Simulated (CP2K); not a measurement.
# InCl2 (SMILES [Cl][In][Cl]): IPEA1-xTB

What is the energy difference between two shapes of InCl2 at IPEA1-xTB? 

The results are computed with CP2K 2026.2.

3 further runs of the same task are left out: 1 that didn't finish, 2 set aside as unsound or not needed.

**1. Starting point**

InCl2 has 3 atoms, charge 0, and is taken as a doublet. As SMILES, `[Cl][In][Cl]`. The shape comes from GFN2-xTB, which is rough for such elements, and wasn't checked as a minimum.

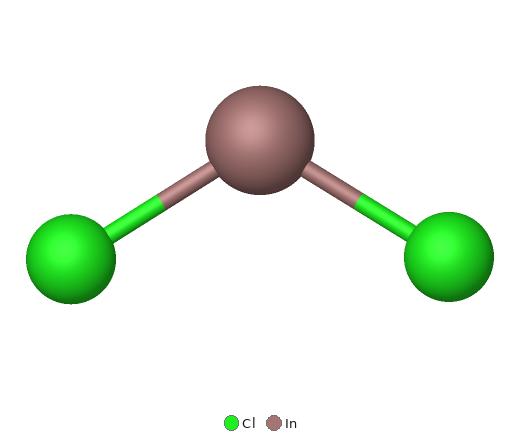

Viewed from a chosen angle; chlorine green, indium brown.

**2. A single-point energy at IPEA1-xTB**

The input, mol.inp:

```
&GLOBAL
   PROJECT_NAME mol
   RUN_TYPE ENERGY
   PRINT_LEVEL MEDIUM
&END GLOBAL

&FORCE_EVAL
   METHOD Quickstep
   &DFT
      MULTIPLICITY 2
      UNRESTRICTED_KOHN_SHAM T
      # Quickstep
      &QS
         METHOD XTB
         EPS_DEFAULT 1.0E-10
         &XTB
            GFN_TYPE TBLITE
            &TBLITE
               METHOD IPEA1
            &END TBLITE
            CHECK_ATOMIC_CHARGES F
         &END XTB
      &END QS
      # cluster boundary conditions
      &POISSON
         PERIODIC NONE
         POISSON_SOLVER ANALYTIC
      &END POISSON
      # SCF settings
      &SCF
         SCF_GUESS ATOMIC
         EPS_SCF 1.0E-07
         MAX_SCF 150
         ADDED_MOS 2
         &DIAGONALIZATION
            ALGORITHM STANDARD
         &END DIAGONALIZATION
         &MIXING
            METHOD DIRECT_P_MIXING
            ALPHA 0.4
         &END MIXING
         &SMEAR ON
            METHOD FERMI_DIRAC
            ELECTRONIC_TEMPERATURE [K] 300
         &END SMEAR
      &END SCF
      &PRINT
         &MOMENTS
            PERIODIC F
            REFERENCE COM
            MAX_MOMENT 1
         &END MOMENTS
         &MO ON
            ENERGIES T
            OCCUPATION_NUMBERS T
            NDIGITS 6
            &EACH
               QS_SCF 0
            &END EACH
            ADD_LAST NUMERIC
         &END MO
         &HIRSHFELD OFF
         &END HIRSHFELD
      &END PRINT
   &END DFT
   &SUBSYS
      # vacuum box
      &CELL
         ABC 10.4 10.8 9.6
         PERIODIC NONE
      &END CELL
      &COORD
         SCALED T
         Cl   0.61765865   0.63083472   0.58498750
         In   0.42081538   0.58455046   0.46390000
         Cl   0.38234135   0.36916528   0.41501250
      &END COORD
   &END SUBSYS
&END FORCE_EVAL
```

Command:

```
$ OMP_NUM_THREADS=1 cp2k.psmp -i mol.inp -o mol.out
```

Output:

```text
CP2K| version string:                                       CP2K version 2026.2
[...]
 GLOBAL| Method name                                                        CP2K
[...]
 GLOBAL| Run type                                                         ENERGY
[...]
                             - Atoms:                                          3
[...]
                             - Spherical basis functions:                     27
[...]
 Number of electrons:                                                          9
[...]
  *** SCF run converged in    11 steps ***
[...]
  Fermi energy:                                                -0.39473464125369
[...]
 TB_DIPOLE| Moment [Debye]         -0.93723013       1.03850755      -0.39449087
 TB_DIPOLE| Derivative [a.u.]       0.00000000       0.00000000       0.00000000
[...]
 ENERGY| Total FORCE_EVAL ( QS ) energy [hartree]            -10.283249028790156
[...]
```

It took 0.44 s on 1 thread of Arm Neoverse N1, shared host; peak memory 0.14 GiB.

**3. The distorted shape**

The input, gas.inp:

```
&GLOBAL
    PROJECT_NAME gas
    RUN_TYPE ENERGY
    PRINT_LEVEL MEDIUM
&END GLOBAL
&FORCE_EVAL
    METHOD QS
    &DFT
        MULTIPLICITY 2
        LSD T
        &QS
            METHOD XTB
            EPS_DEFAULT 1.0E-10
            &XTB
                GFN_TYPE TBLITE
                &TBLITE
                    METHOD IPEA1
                &END TBLITE
                CHECK_ATOMIC_CHARGES F
            &END XTB
        &END QS
        # no periodic images
        &POISSON
            PERIODIC NONE
            POISSON_SOLVER ANALYTIC
        &END POISSON
        # SCF settings
        &SCF
            SCF_GUESS ATOMIC
            EPS_SCF 1.0E-07
            MAX_SCF 150
            ADDED_MOS 2
            &DIAGONALIZATION
                ALGORITHM STANDARD
            &END DIAGONALIZATION
            &MIXING
                METHOD DIRECT_P_MIXING
                ALPHA 0.4
            &END MIXING
            &SMEAR ON
                METHOD FERMI_DIRAC
                ELECTRONIC_TEMPERATURE [K] 300
            &END SMEAR
        &END SCF
        # extra output
        &PRINT
            &MOMENTS
                PERIODIC F
                REFERENCE COM
                MAX_MOMENT 1
            &END MOMENTS
            &MO ON
                ENERGIES T
                OCCUPATION_NUMBERS T
                NDIGITS 6
                &EACH
                    QS_SCF 0
                &END EACH
                ADD_LAST NUMERIC
            &END MO
            &HIRSHFELD OFF
            &END HIRSHFELD
        &END PRINT
    &END DFT
    &SUBSYS
        # box in angstrom
        &CELL
            ABC 10.4 11 9.5
            PERIODIC NONE
        &END CELL
        &COORD
            SCALED T
            Cl   0.61669538   0.63469636   0.57989142
            In   0.42467404   0.57809636   0.47395879
            Cl   0.38330462   0.36530364   0.42010858
        &END COORD
    &END SUBSYS
&END FORCE_EVAL
```

Command:

```
$ OMP_NUM_THREADS=1 cp2k.psmp -i gas.inp > gas.out 2>&1
```

Output:

```text
CP2K| version string:                                       CP2K version 2026.2
[...]
 GLOBAL| Method name                                                        CP2K
[...]
 GLOBAL| Run type                                                         ENERGY
[...]
                             - Atoms:                                          3
[...]
                             - Spherical basis functions:                     27
[...]
 Number of electrons:                                                          9
[...]
  *** SCF run converged in    10 steps ***
[...]
  Fermi energy:                                                -0.38644413392073
[...]
 TB_DIPOLE| Moment [Debye]         -0.61048424       1.28082292      -0.11111914
 TB_DIPOLE| Derivative [a.u.]       0.00000000       0.00000000       0.00000000
[...]
 ENERGY| Total FORCE_EVAL ( QS ) energy [hartree]            -10.280186402998817
[...]
```

Wall time 0.44 s (1 thread of Arm Neoverse N1, shared host); peak memory 0.14 GiB.

**4. Summary of results**

At IPEA1-xTB:

```
                                                  quantity         value
                                 first shape: total energy  -10.28325 Eh
    first shape: dipole moment (from atomic charges alone)        1.45 D
           first shape: HOMO energy (highest over α and β)     -10.87 eV
            first shape: LUMO energy (lowest over α and β)     -10.61 eV
                             distorted shape: total energy  -10.28019 Eh
distorted shape: dipole moment (from atomic charges alone)        1.42 D
       distorted shape: HOMO energy (highest over α and β)     -10.64 eV
        distorted shape: LUMO energy (lowest over α and β)     -10.39 eV
                    energy change with the atoms displaced      0.083 eV
```

With the atoms displaced the energy rises by 0.08 eV (1.9 kcal/mol). The first shape isn't relaxed at this level, so the change isn't measured from a minimum. The dipole (first shape) comes from point charges on the atoms alone, without atomic dipoles, so it is partial. The dipole (distorted shape) comes from point charges on the atoms alone, without atomic dipoles, so it is partial.
